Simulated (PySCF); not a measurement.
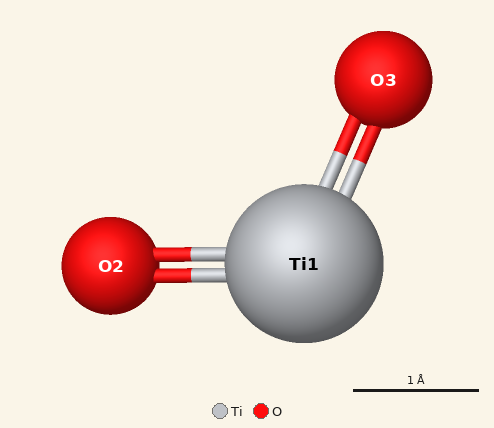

The atoms are numbered. The species is neutral and a spin singlet. Computed geometry: PBE0-D3(BJ)/def2-SVP optimisation. No frequency run is at hand to confirm it as a minimum.

**What is the geometry at Ti1?**

Ti1 has 2 neighbours (O2 at 1.62, O3 at 1.62 Å); the arrangement is bent.
